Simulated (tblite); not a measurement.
Run report: CH$_{8}$N$_{2}$OSi, geometry relaxation (part 2 of 2)

The same run, continued: CH$_{8}$N$_{2}$OSi, SMILES NC(N)(O)[SiH3]; GFN2-xTB geometry optimisation, gas phase (tblite 0.8.0). 

Geometry of the input (Å):
```
C  -0.3882  0.8455  0.8171
Si 0.4164  -0.0529  -0.5614
N  -0.9006  2.1040  0.3368
N  -1.4711  0.0870  1.3481
O  0.5286  1.0833  1.8346
H  1.2370  -1.0762  -0.0003
H  1.2294  0.8241  -1.3004
H  -0.5828  -0.6417  -1.3839
H  -1.8882  2.2500  0.4238
H  -0.3177  2.9318  0.5063
H  -1.2334  -0.6870  1.9661
H  -2.2449  -0.1202  0.6981
H  0.3228  1.4878  2.6963
```

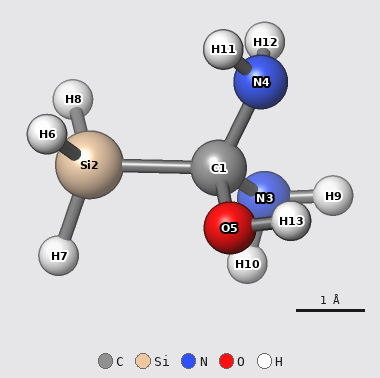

*The geometry at step 76 of the log (ball-and-stick view, seen at a tilt; atoms are numbered from 1 in the order of the input).*

Trajectory as extended XYZ, continued
```
13
Properties=species:S:1:pos:R:3:forces:R:3 step=48 energy=-485.34068
C    -0.4562    0.8607    0.8305    0.0230   0.0030   0.0060
Si    0.5021   -0.0588   -0.5667   -0.0020  -0.0020  -0.0020
N    -1.0905    2.0382    0.2854   -0.0070  -0.0140   0.0020
N    -1.5059    0.0976    1.4881    0.0000   0.0250   0.0000
O     0.5188    1.1626    1.8135    0.0300   0.0120   0.0030
H     1.2298   -1.1664    0.0557   -0.0130   0.0230   0.0000
H     1.4068    0.8836   -1.2189    0.0030  -0.0170   0.0100
H    -0.4996   -0.5728   -1.5054    0.0110   0.0140  -0.0020
H    -1.6485    2.5050    0.9965   -0.0220  -0.0200   0.0060
H    -0.3873    2.6908   -0.0391    0.0050  -0.0150  -0.0020
H    -1.1518   -0.8082    1.7759   -0.0260   0.0180  -0.0290
H    -2.2753   -0.0385    0.8445   -0.0100  -0.0220   0.0170
H     0.0651    1.4418    2.6213    0.0090  -0.0060  -0.0080
13
Properties=species:S:1:pos:R:3:forces:R:3 step=52 energy=-485.34144
C    -0.4581    0.8626    0.8277   -0.0060  -0.0090  -0.0040
Si    0.5031   -0.0592   -0.5641   -0.0030   0.0080  -0.0120
N    -1.0993    2.0368    0.2851    0.0110  -0.0150  -0.0120
N    -1.5029    0.0995    1.4934   -0.0030  -0.0050   0.0080
O     0.5253    1.1690    1.8025   -0.0070  -0.0040  -0.0040
H     1.2196   -1.1697    0.0636    0.0000   0.0080   0.0100
H     1.4148    0.8846   -1.2016    0.0210  -0.0090  -0.0030
H    -0.4857   -0.5697   -1.5163   -0.0110   0.0090  -0.0110
H    -1.6485    2.5061    1.0009   -0.0260  -0.0100   0.0130
H    -0.3997    2.6872   -0.0507    0.0040  -0.0010  -0.0040
H    -1.1526   -0.8135    1.7593    0.0110  -0.0100   0.0180
H    -2.2851   -0.0306    0.8639    0.0000   0.0310  -0.0070
H     0.0764    1.4325    2.6176    0.0080   0.0060   0.0100
13
Properties=species:S:1:pos:R:3:forces:R:3 step=56 energy=-485.34212
C    -0.4586    0.8618    0.8264    0.0000   0.0010   0.0120
Si    0.5027   -0.0590   -0.5670    0.0040  -0.0070   0.0080
N    -1.0998    2.0346    0.2821   -0.0480   0.0040   0.0110
N    -1.5024    0.1017    1.4974    0.0200  -0.0070  -0.0020
O     0.5296    1.1719    1.7960   -0.0030  -0.0180   0.0080
H     1.2149   -1.1692    0.0670   -0.0050   0.0020   0.0020
H     1.4251    0.8785   -1.1981    0.0130   0.0000  -0.0030
H    -0.4809   -0.5669   -1.5265   -0.0080   0.0150   0.0010
H    -1.6677    2.4925    0.9925    0.0240  -0.0140  -0.0260
H    -0.4002    2.6921   -0.0395   -0.0040   0.0030   0.0070
H    -1.1541   -0.8140    1.7591   -0.0130   0.0110   0.0000
H    -2.2913   -0.0189    0.8735    0.0260   0.0120   0.0080
H     0.0901    1.4305    2.6184   -0.0070  -0.0010  -0.0250
13
Properties=species:S:1:pos:R:3:forces:R:3 step=60 energy=-485.34246
C    -0.4592    0.8610    0.8241    0.0040   0.0000   0.0000
Si    0.5039   -0.0594   -0.5673    0.0020   0.0020   0.0010
N    -1.1066    2.0312    0.2802    0.0190   0.0010   0.0030
N    -1.4984    0.1025    1.5013   -0.0010  -0.0040   0.0000
O     0.5327    1.1725    1.7891    0.0030   0.0050  -0.0010
H     1.2089   -1.1695    0.0737   -0.0010  -0.0090  -0.0040
H     1.4335    0.8778   -1.1890    0.0080  -0.0070  -0.0030
H    -0.4771   -0.5607   -1.5328   -0.0020   0.0110   0.0000
H    -1.6693    2.4885    0.9938   -0.0080   0.0050   0.0010
H    -0.4080    2.6897   -0.0423   -0.0130   0.0030  -0.0030
H    -1.1546   -0.8167    1.7541   -0.0020  -0.0100   0.0060
H    -2.2927   -0.0077    0.8833   -0.0040  -0.0030   0.0010
H     0.0943    1.4265    2.6130   -0.0050   0.0070   0.0000
13
Properties=species:S:1:pos:R:3:forces:R:3 step=64 energy=-485.34264
C    -0.4578    0.8607    0.8241   -0.0030   0.0010   0.0030
Si    0.5058   -0.0591   -0.5677    0.0000  -0.0020   0.0030
N    -1.1080    2.0302    0.2813   -0.0030   0.0040  -0.0020
N    -1.4959    0.1013    1.5035   -0.0020   0.0000  -0.0030
O     0.5345    1.1739    1.7878   -0.0070   0.0050   0.0040
H     1.2059   -1.1730    0.0729   -0.0040  -0.0070  -0.0050
H     1.4420    0.8725   -1.1878    0.0050  -0.0010   0.0020
H    -0.4751   -0.5536   -1.5366   -0.0040   0.0070  -0.0010
H    -1.6740    2.4870    0.9932    0.0120  -0.0110  -0.0050
H    -0.4132    2.6916   -0.0438   -0.0080  -0.0100   0.0050
H    -1.1568   -0.8205    1.7544    0.0110   0.0100  -0.0060
H    -2.2940   -0.0039    0.8896   -0.0020  -0.0030  -0.0020
H     0.0940    1.4284    2.6104    0.0060   0.0080   0.0080
13
Properties=species:S:1:pos:R:3:forces:R:3 step=68 energy=-485.34285
C    -0.4583    0.8607    0.8252    0.0040   0.0030  -0.0050
Si    0.5080   -0.0582   -0.5657   -0.0020   0.0040  -0.0080
N    -1.1130    2.0270    0.2826   -0.0230  -0.0210  -0.0080
N    -1.4941    0.0985    1.5047    0.0050   0.0060   0.0030
O     0.5339    1.1777    1.7878    0.0070   0.0010   0.0050
H     1.1992   -1.1790    0.0727   -0.0080  -0.0060  -0.0060
H     1.4537    0.8672   -1.1825   -0.0050  -0.0040   0.0140
H    -0.4745   -0.5390   -1.5401    0.0010   0.0000   0.0000
H    -1.6697    2.4876    0.9985   -0.0030   0.0050   0.0040
H    -0.4240    2.6856   -0.0572    0.0200   0.0140  -0.0010
H    -1.1538   -0.8243    1.7490    0.0030  -0.0010  -0.0020
H    -2.2959   -0.0014    0.8947    0.0070  -0.0070   0.0000
H     0.0958    1.4331    2.6114   -0.0040   0.0050   0.0030
13
Properties=species:S:1:pos:R:3:forces:R:3 step=72 energy=-485.34300
C    -0.4572    0.8611    0.8246   -0.0010  -0.0020   0.0060
Si    0.5087   -0.0586   -0.5665   -0.0050  -0.0050   0.0050
N    -1.1155    2.0251    0.2806    0.0170   0.0160   0.0020
N    -1.4914    0.0990    1.5065    0.0030  -0.0060   0.0040
O     0.5337    1.1820    1.7879   -0.0020   0.0050  -0.0060
H     1.1940   -1.1858    0.0674   -0.0100  -0.0030   0.0000
H     1.4611    0.8618   -1.1786    0.0020   0.0090   0.0090
H    -0.4728   -0.5334   -1.5443   -0.0070   0.0010  -0.0030
H    -1.6728    2.4833    0.9981   -0.0090   0.0000  -0.0050
H    -0.4263    2.6878   -0.0536   -0.0020  -0.0100  -0.0020
H    -1.1518   -0.8246    1.7484    0.0070  -0.0040   0.0020
H    -2.2962    0.0000    0.9004    0.0070  -0.0030  -0.0080
H     0.0937    1.4379    2.6105    0.0010   0.0000  -0.0060
13
Properties=species:S:1:pos:R:3:forces:R:3 step=76 energy=-485.34351
C    -0.4529    0.8626    0.8280   -0.0020  -0.0060  -0.0030
Si    0.5063   -0.0602   -0.5654    0.0070   0.0030  -0.0030
N    -1.1193    2.0193    0.2772    0.0020   0.0150   0.0040
N    -1.4816    0.0944    1.5121    0.0030  -0.0020  -0.0020
O     0.5362    1.1978    1.7871   -0.0030  -0.0110  -0.0020
H     1.1648   -1.2118    0.0545   -0.0140   0.0060   0.0040
H     1.4832    0.8506   -1.1529   -0.0020   0.0030   0.0010
H    -0.4801   -0.5022   -1.5545    0.0070   0.0070   0.0050
H    -1.6879    2.4738    0.9886    0.0070  -0.0070  -0.0080
H    -0.4331    2.6874   -0.0524   -0.0050  -0.0060  -0.0030
H    -1.1381   -0.8300    1.7469    0.0020   0.0120   0.0060
H    -2.2853   -0.0041    0.9043   -0.0020  -0.0110   0.0050
H     0.0952    1.4581    2.6078    0.0020  -0.0030  -0.0050
13
Properties=species:S:1:pos:R:3:forces:R:3 step=80 energy=-485.34365
C    -0.4539    0.8626    0.8269   -0.0020   0.0040   0.0000
Si    0.5073   -0.0588   -0.5644   -0.0010   0.0000   0.0000
N    -1.1234    2.0179    0.2774   -0.0010  -0.0120  -0.0040
N    -1.4790    0.0925    1.5137   -0.0050   0.0070   0.0020
O     0.5375    1.1982    1.7837    0.0020  -0.0020  -0.0020
H     1.1540   -1.2148    0.0581   -0.0010  -0.0040   0.0040
H     1.4897    0.8510   -1.1425    0.0080   0.0050  -0.0050
H    -0.4767   -0.4932   -1.5579   -0.0010   0.0010  -0.0110
H    -1.6849    2.4761    0.9911   -0.0050   0.0060   0.0080
H    -0.4410    2.6831   -0.0640    0.0090   0.0060  -0.0020
H    -1.1347   -0.8326    1.7426    0.0070  -0.0020   0.0140
H    -2.2863   -0.0038    0.9107   -0.0080  -0.0070  -0.0030
H     0.0989    1.4574    2.6059   -0.0020  -0.0020   0.0000
13
Properties=species:S:1:pos:R:3:forces:R:3 step=84 energy=-485.34383
C    -0.4529    0.8627    0.8264   -0.0010   0.0000   0.0020
Si    0.5074   -0.0579   -0.5660   -0.0050  -0.0050  -0.0030
N    -1.1221    2.0167    0.2743   -0.0050   0.0110   0.0050
N    -1.4767    0.0926    1.5149   -0.0020  -0.0010   0.0060
O     0.5374    1.2000    1.7837    0.0020   0.0050  -0.0010
H     1.1373   -1.2262    0.0513    0.0080   0.0020   0.0030
H     1.4999    0.8469   -1.1363    0.0010  -0.0050   0.0030
H    -0.4783   -0.4787   -1.5635    0.0000   0.0030  -0.0150
H    -1.6946    2.4689    0.9839    0.0110   0.0020  -0.0060
H    -0.4382    2.6867   -0.0563   -0.0100  -0.0080   0.0050
H    -1.1259   -0.8280    1.7536   -0.0060   0.0070   0.0060
H    -2.2831   -0.0141    0.9122    0.0060  -0.0070  -0.0050
H     0.0971    1.4660    2.6030    0.0020  -0.0050  -0.0010
13
Properties=species:S:1:pos:R:3:forces:R:3 step=88 energy=-485.34406
C    -0.4548    0.8625    0.8262   -0.0040  -0.0030  -0.0080
Si    0.5059   -0.0575   -0.5675   -0.0050   0.0040   0.0030
N    -1.1238    2.0171    0.2747    0.0090  -0.0110  -0.0030
N    -1.4789    0.0929    1.5162    0.0080   0.0010  -0.0130
O     0.5369    1.1986    1.7827   -0.0130   0.0020  -0.0090
H     1.1308   -1.2274    0.0540    0.0000   0.0110  -0.0140
H     1.5031    0.8470   -1.1327   -0.0110  -0.0190   0.0130
H    -0.4785   -0.4687   -1.5714    0.0130  -0.0010   0.0000
H    -1.6897    2.4740    0.9857   -0.0060   0.0070   0.0100
H    -0.4388    2.6826   -0.0617   -0.0020   0.0080  -0.0020
H    -1.1216   -0.8223    1.7654   -0.0040  -0.0020   0.0120
H    -2.2795   -0.0280    0.9080    0.0110   0.0040   0.0020
H     0.0961    1.4649    2.6015    0.0060  -0.0010   0.0090
13
Properties=species:S:1:pos:R:3:forces:R:3 step=92 energy=-485.34431
C    -0.4572    0.8634    0.8242    0.0040   0.0020   0.0020
Si    0.5032   -0.0570   -0.5693    0.0010   0.0010   0.0020
N    -1.1310    2.0151    0.2731   -0.0060  -0.0030  -0.0050
N    -1.4738    0.0918    1.5214   -0.0080   0.0020   0.0040
O     0.5367    1.2060    1.7761    0.0130  -0.0010   0.0000
H     1.1058   -1.2403    0.0481   -0.0010  -0.0010  -0.0070
H     1.5231    0.8354   -1.1098   -0.0010  -0.0010   0.0030
H    -0.4695   -0.4449   -1.5934    0.0060   0.0010   0.0100
H    -1.6942    2.4737    0.9856   -0.0010  -0.0020   0.0050
H    -0.4485    2.6810   -0.0678   -0.0050   0.0020  -0.0020
H    -1.1111   -0.8195    1.7770    0.0020   0.0010   0.0060
H    -2.2759   -0.0380    0.9180   -0.0060   0.0040  -0.0120
H     0.0997    1.4689    2.5982    0.0010  -0.0040  -0.0050
13
Properties=species:S:1:pos:R:3:forces:R:3 step=96 energy=-485.34439
C    -0.4573    0.8637    0.8245   -0.0010  -0.0030  -0.0030
Si    0.5030   -0.0565   -0.5684    0.0060  -0.0020  -0.0040
N    -1.1343    2.0133    0.2726    0.0030   0.0010   0.0060
N    -1.4731    0.0915    1.5229    0.0020   0.0050  -0.0010
O     0.5383    1.2080    1.7740   -0.0070   0.0000  -0.0020
H     1.0973   -1.2455    0.0451    0.0010  -0.0060  -0.0020
H     1.5301    0.8310   -1.1022    0.0050   0.0060   0.0020
H    -0.4676   -0.4337   -1.5973   -0.0050  -0.0060  -0.0010
H    -1.6954    2.4727    0.9861   -0.0040  -0.0020   0.0040
H    -0.4538    2.6795   -0.0717   -0.0030   0.0030  -0.0040
H    -1.1079   -0.8180    1.7819   -0.0060   0.0060   0.0000
H    -2.2738   -0.0412    0.9176    0.0060  -0.0010   0.0010
H     0.1019    1.4706    2.5963    0.0040   0.0000   0.0040
13
Properties=species:S:1:pos:R:3:forces:R:3 step=100 energy=-485.34445
C    -0.4577    0.8639    0.8235    0.0010   0.0070   0.0010
Si    0.5038   -0.0568   -0.5692   -0.0050   0.0020   0.0060
N    -1.1363    2.0130    0.2728   -0.0020   0.0050  -0.0030
N    -1.4729    0.0933    1.5242    0.0020  -0.0030  -0.0050
O     0.5389    1.2092    1.7715    0.0030  -0.0020   0.0030
H     1.0912   -1.2509    0.0413    0.0020  -0.0020   0.0010
H     1.5359    0.8296   -1.0953    0.0040   0.0040   0.0000
H    -0.4653   -0.4295   -1.6011   -0.0040  -0.0020  -0.0040
H    -1.6981    2.4712    0.9868    0.0040  -0.0050  -0.0010
H    -0.4579    2.6804   -0.0731   -0.0020   0.0000  -0.0010
H    -1.1066   -0.8145    1.7870   -0.0020  -0.0020   0.0040
H    -2.2718   -0.0436    0.9177   -0.0030   0.0000   0.0000
H     0.1043    1.4703    2.5953    0.0010   0.0000   0.0000
13
Properties=species:S:1:pos:R:3:forces:R:3 step=101 energy=-485.34445
C    -0.4575    0.8640    0.8235    0.0010   0.0030   0.0020
Si    0.5038   -0.0568   -0.5693   -0.0040   0.0020   0.0030
N    -1.1360    2.0132    0.2727   -0.0010   0.0030  -0.0020
N    -1.4730    0.0935    1.5238    0.0010  -0.0030  -0.0030
O     0.5389    1.2091    1.7718    0.0040  -0.0010   0.0020
H     1.0919   -1.2509    0.0408    0.0020  -0.0010   0.0010
H     1.5356    0.8298   -1.0958    0.0010   0.0020   0.0000
H    -0.4658   -0.4303   -1.6007   -0.0020  -0.0010  -0.0010
H    -1.6985    2.4707    0.9867    0.0050  -0.0040  -0.0020
H    -0.4575    2.6809   -0.0725   -0.0020   0.0010   0.0000
H    -1.1071   -0.8142    1.7876   -0.0010   0.0000   0.0020
H    -2.2717   -0.0436    0.9170   -0.0020  -0.0010   0.0000
H     0.1044    1.4704    2.5956    0.0000  -0.0010  -0.0020
```

Results in brief

| quantity | value |
| --- | --- |
| outcome | converged |
| total energy | −485.3445 eV |
| wall time | 1.5 s |
| peak memory | 0.18 GiB |
